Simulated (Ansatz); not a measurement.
## Phonon calculation, with input and output: TiH₂ClOF₃

The run: phonon calculation of TiH₂ClOF₃. Method and program: RKS B3LYP/def2-SVP (Ansatz 0.2.0).

It belongs to a series of runs on one base structure; here: vibrations at the highest image of the band. Figures and captions count atoms from 1; the log counts them from 0 in places.

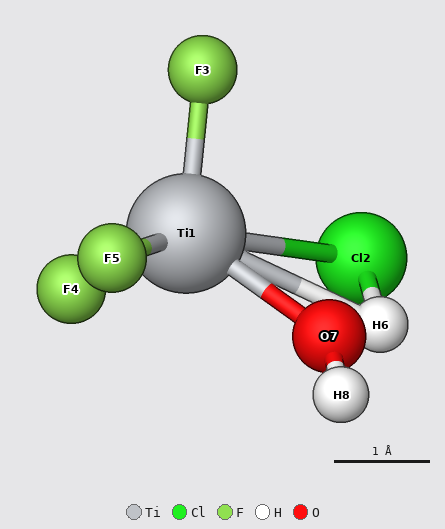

**Figure 1.** The input geometry (ball-and-stick view, seen at an oblique angle; atoms are numbered from 1 in the order of the input). Sticks mark near contacts.

**Key numbers**

| quantity | value |
| --- | --- |
| outcome | converged |
| total energy | −45861.3574 eV |
| mean-field energy | −45861.3574 eV |
| largest force (length of the vector) | 0.011 eV/Å |
| hardware | 2 threads of Arm Neoverse V2, 24 GiB of memory available, shared host |
| wall time | 2.1 min (CPU time 4.1 min) |
| peak memory | 0.3 GiB |

**Input file**
```yaml
crystal:
  periodic: [false, false, false]
  atoms:
    - { symbol: Ti, position_ang: [-0.5756, -0.385167, -0.318174] }
    - { symbol: Cl, position_ang: [1.937773, -1.056094, 0.42411] }
    - { symbol: F, position_ang: [-0.26921, -0.957955, -1.923318] }
    - { symbol: F, position_ang: [-1.188025, -1.616376, 0.73546] }
    - { symbol: F, position_ang: [-1.987029, 0.604921, -0.536724] }
    - { symbol: H, position_ang: [1.46114, 0.349118, 0.596951] }
    - { symbol: O, position_ang: [0.448513, 1.091712, 0.360906] }
    - { symbol: H, position_ang: [0.172536, 1.969742, 0.660789] }
basis:
  gaussian: { orbitals: def2-SVP }
hamiltonian:
  xc: b3lyp
phonons: {}
```

Command:
```bash
ansatz run input.yaml --threads 2 --pin off --max-ram 3072MiB --backend cpu --events-out ev --progress --plain --runs-dir out
```

**The program's output**
```
Engine: ansatz 0.2.0, aarch64-unknown-linux-gnu
Functional definition: B3LYP
  parameter a0 = 0.2
  parameter ax = 0.72
  parameter ac = 0.81
  exchange = (1 - a0 - ax)*slater_x + ax*b88_x + a0*exact_x
  correlation = (1 - ac)*vwn_rpa_c + ac*lyp_c
1238 factors; integrals over basis functions are off by at most 2.5e-4 eV
mean field evaluation 1: about -45849.2590 eV, gradient 8.3e1 eV
mean field evaluation 2: about -45530.4658 eV, gradient 4.4e2 eV
mean field evaluation 4: about -45860.0265 eV, gradient 2.7e1 eV
mean field evaluation 8: about -45861.3173 eV, gradient 2.9e-1 eV
mean field evaluation 16: about -45861.3570 eV, gradient 8.3e-5 eV
mean field -45861.35701146 eV, -1685.3737842270 hartree, gradient 1.8e-5 eV, S^2 0.000000; 0 other end points of the search recorded, 0 dependent functions left out
the calculation of the forces begins
reference -45861.35736679 eV, -1685.3737972849 hartree; 38, 38 occupied and 77, 77 virtual orbitals, 1238 factors
these checks for a lower state are left out or cut short: stability, starts, cluster_reference, orbital_swaps, neighbouring_geometries, increment
1238 factors; integrals over basis functions are off by at most 2.5e-4 eV
mean field -45861.35689874 eV, -1685.3737800844 hartree, gradient 1.1e-6 eV, S^2 0.000000; 0 other end points of the search recorded, 0 dependent functions left out
[... from here on the field's lines of each further geometry are left out, up to the last ...]
the calculation of the forces begins
reference -45861.35733827 eV, -1685.3737962370 hartree; 38, 38 occupied and 77, 77 virtual orbitals, 1238 factors
these checks for a lower state are left out or cut short: stability, starts, cluster_reference, orbital_swaps, neighbouring_geometries, increment
1238 factors; integrals over basis functions are off by at most 2.5e-4 eV
mean field -45861.35700705 eV, -1685.3737840650 hartree, gradient 2.4e-6 eV, S^2 0.000000; 0 other end points of the search recorded, 0 dependent functions left out
the calculation of the forces begins
reference -45861.35736237 eV, -1685.3737971228 hartree; 38, 38 occupied and 77, 77 virtual orbitals, 1238 factors
WARN: phonons: modes at or below zero, which the zero-point energy, F, S and C_V leave out: 1, the lowest at -770.87 cm⁻¹. A minimum has none, and a first-order saddle one
Total energy: -45861.35736679 eV, -1685.3737972849 hartree
Atom 0 at    -0.575600    -0.385167    -0.318174 Å, force     0.000467     0.002784    -0.000414 eV/Å
Atom 1 at     1.937773    -1.056094     0.424110 Å, force     0.001062    -0.000784    -0.001840 eV/Å
Atom 2 at    -0.269210    -0.957955    -1.923318 Å, force    -0.000206    -0.000446    -0.003182 eV/Å
Atom 3 at    -1.188025    -1.616376     0.735460 Å, force     0.000489     0.000757     0.003831 eV/Å
Atom 4 at    -1.987029     0.604921    -0.536724 Å, force     0.000789     0.000847    -0.002186 eV/Å
Atom 5 at     1.461140     0.349118     0.596951 Å, force     0.000961    -0.000923    -0.001512 eV/Å
Atom 6 at     0.448513     1.091712     0.360906 Å, force     0.000140    -0.003272     0.010091 eV/Å
Atom 7 at     0.172536     1.969742     0.660789 Å, force    -0.003702     0.001037    -0.004787 eV/Å
Dipole moment:    -0.017808     0.642875     0.216382 e Å
Vibrations: -770.87 64.63 131.95 156.08 176.24 200.87 222.62 255.52 270.35 505.82 642.79 731.60 775.10 820.51 845.19 908.75 1467.34 3827.03 cm⁻¹, zero-point energy 0.744053 eV
```

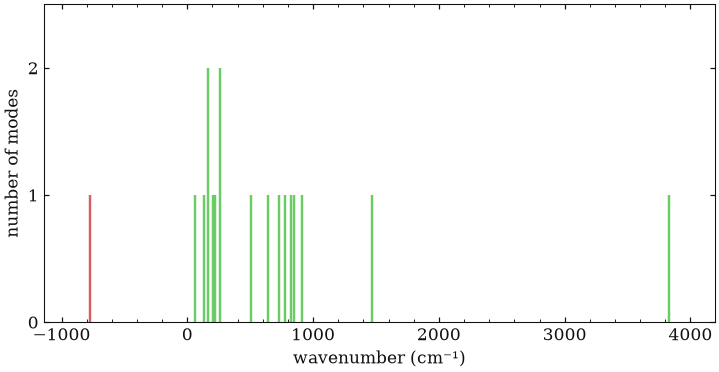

**Figure 2.** Harmonic vibrational wavenumbers from the force constants; neighbouring modes closer than 21 cm⁻¹ are counted in one stick, and imaginary ones are drawn at negative wavenumbers. 18 modes from 771i to 3827 cm⁻¹, 1 imaginary beyond 8i (771i cm⁻¹): a first-order saddle point, if the geometry is stationary.
